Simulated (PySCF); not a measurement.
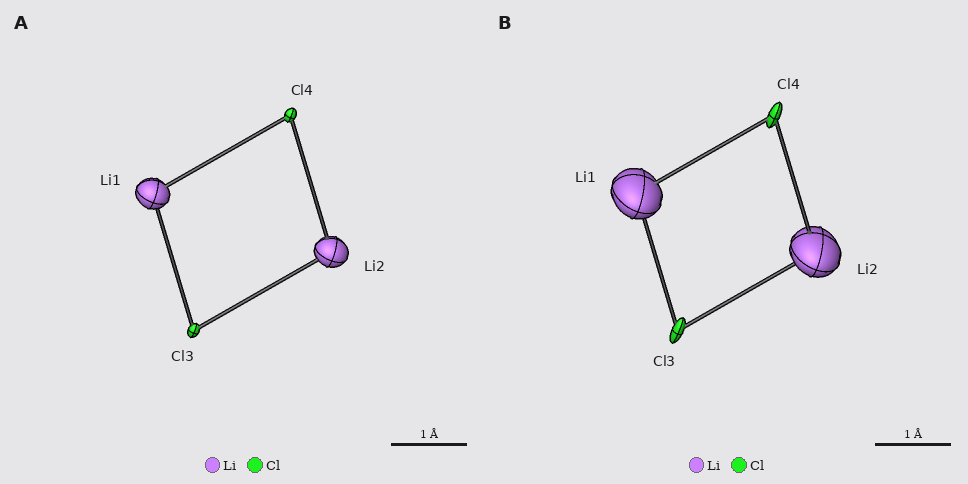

Displacement ellipsoids at the 50 % level, scaled by 2, from the internal vibrations of the free molecule (harmonic, no overall translation or rotation; no half-axis is drawn under 0.075 Å). Vibrations computed with RKS-based PBE0, Li def2-TZVP, Cl def2-TZVP; non-relativistic; density fitting (PySCF 2.14.0). One panel is for 100 K, the other for 600 K.

Question: Which panel is for 600 K?

Answer: B.

Question: How much does the mean-square displacement of Cl3 grow, and why?

Answer: U_eq goes from 0.00055 to 0.0019 Å², a factor of 3.4. Modes below kT (417 cm⁻¹ at 600 K) grow about in proportion to T, and the lowest lies at 186 cm⁻¹; the mean-square amplitude of a mode is its zero-point value times coth(ħω/2kT), which comes close to 1 only above about 3kT.
